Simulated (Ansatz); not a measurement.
# [SiPH4]− (SMILES [SiH2-]P): B2PLYP/STO-3G

What is the vertical singlet–triplet gap of [SiPH4]− at B2PLYP/STO-3G? 

The calculation is run with Ansatz 0.2.0.

## (1) The molecule

The species is [SiPH4]− (6 atoms), meant as a singlet with charge -1. SMILES: `[SiH2-]P`. The shape is that of a GFN2-xTB optimisation. This is one conformer, not always the lowest.

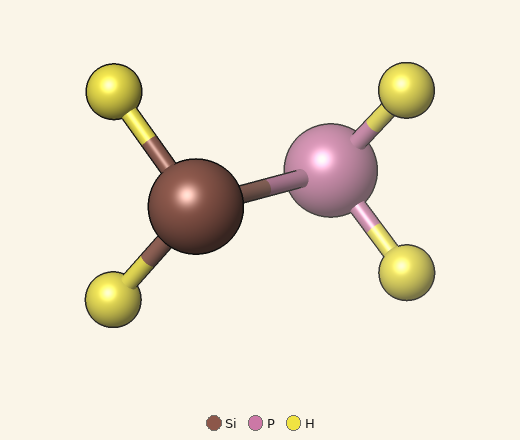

The structure, seen from a chosen angle (silicon brown, phosphorus pink, hydrogen yellow).

## (2) The energy at B2PLYP/STO-3G

molecule.yaml

```yaml
crystal:
  periodic: [false, false, false]
  atoms:
    - {symbol: Si, position_ang: [0.357650, -1.019850, -0.132620]}
    - {symbol: P, position_ang: [-0.355230, 1.071380, 0.132600]}
    - {symbol: H, position_ang: [-0.387090, -1.600590, 1.036860]}
    - {symbol: H, position_ang: [-0.642080, -1.408110, -1.185860]}
    - {symbol: H, position_ang: [0.407400, 1.565440, -0.899820]}
    - {symbol: H, position_ang: [0.619350, 1.391730, 1.048840]}
basis:
  gaussian: {orbitals: STO-3G}
total_charge: -1
hamiltonian: {xc: {name: B2PLYP}}
correlation: {frozen_orbitals: {H: 0, P: 5, Si: 5}}
accuracy: high
```

Run with:

```
$ ansatz run molecule.yaml --threads 1 --pin off --max-ram 2610MiB --events-out events.jsonl --progress --plain --runs-dir runs
```

Log:

```text
Warning: RAYON_NUM_THREADS=1 ignored (pool sized by the plan → 1); use --threads N
Functional definition: B2PLYP
  name "B2PLYP"
  parameter a = 0.53
  parameter c = 0.27
  exchange = (1 - a)*b88_x + a*exact_x
  correlation = (1 - c)*lyp_c + c*(mp2_os + mp2_ss)
393 factors; integrals over basis functions are off by at most 2.7e-9 eV
mean field evaluation 1: about -17020.0150 eV, gradient 9.6e0 eV
mean field evaluation 2: about -17020.0216 eV, gradient 9.5e0 eV
mean field evaluation 4: about -17020.5309 eV, gradient 4.3e-1 eV
mean field evaluation 8: about -17020.5317 eV, gradient 1.5e-3 eV
mean field evaluation 16: about -17020.5317 eV, gradient 1.9e-8 eV
mean field -17020.53166877 eV, -625.4930018964 hartree, gradient 1.9e-8 eV, S^2 0.000000; 0 other end points of the search recorded, 0 dependent functions left out
10 core orbitals not correlated: weight in the atoms' cores, before any rotation towards them, 1.000 or more for the frozen orbitals, at most 0.000 for the correlated occupied ones
reference -17020.53168720 eV, -625.4930025740 hartree; 7, 7 occupied and 5, 5 virtual orbitals, 393 factors
second order -2.29183349 eV of doubles, -0.00000000 eV of singles
Total energy: -17021.15048225 eV, -625.5157428724 hartree
```

Run time: 1.1 s. Hardware: 1 thread of AMD EPYC 9R14 (Zen 4), shared host; peak memory 0.12 GiB.

## (3) The triplet

Edit molecule.yaml of step 2 so:

```diff
@@ -10,6 +10,12 @@
 basis:
-  gaussian: {orbitals: STO-3G}
+  gaussian:
+    orbitals: STO-3G
 total_charge: -1
-hamiltonian: {xc: {name: B2PLYP}}
-correlation: {frozen_orbitals: {H: 0, P: 5, Si: 5}}
+magnetization:
+  spin_polarized: true
+  initial_magnetization: 2
+hamiltonian:
+  xc: {name: B2PLYP}
+correlation:
+  frozen_orbitals: {H: 0, P: 5, Si: 5}
 accuracy: high
```

Run with:

```
$ ansatz run molecule.yaml --threads 1 --pin off --max-ram 2610MiB --events-out events.jsonl --progress --plain --runs-dir runs
```

Log, cut to the lines that bear on the results:

```text
Warning: RAYON_NUM_THREADS=1 ignored (pool sized by the plan → 1); use --threads N
[... 2 set-up lines as earlier in the session ...]
[...]
393 factors; integrals over basis functions are off by at most 2.7e-9 eV
[...]
mean field -17013.83228742 eV, -625.2468041730 hartree, gradient 2.5e-8 eV, S^2 2.004382; 2 other end points of the search recorded, 0 dependent functions left out
10 core orbitals not correlated: weight in the atoms' cores, before any rotation towards them, 1.000 or more for the frozen orbitals, at most 0.000 for the correlated occupied ones
reference -17013.83230562 eV, -625.2468048419 hartree; 8, 6 occupied and 4, 6 virtual orbitals, 393 factors
second order -1.98797240 eV of doubles, -0.00000000 eV of singles
Total energy: -17014.36905817 eV, -625.2665301342 hartree
```

It took 1.8 s on 1 thread of AMD EPYC 9R14 (Zen 4), shared host; peak memory 0.16 GiB.

## (4) What came out

At B2PLYP/STO-3G, 10 core orbitals frozen:

```
                                        quantity          value
                           singlet: total energy  -625.51574 Eh
                           triplet: total energy  -625.26653 Eh
                                   triplet: ⟨S²⟩          2.004
vertical energy of the triplet above the singlet       6.781 eV
```

At this shape the triplet lies 6.78 eV (156 kcal/mol) above the singlet. For an anion a state so high probably lies above electron detachment. In a minimal basis such a difference can be off by several eV, whatever the method.
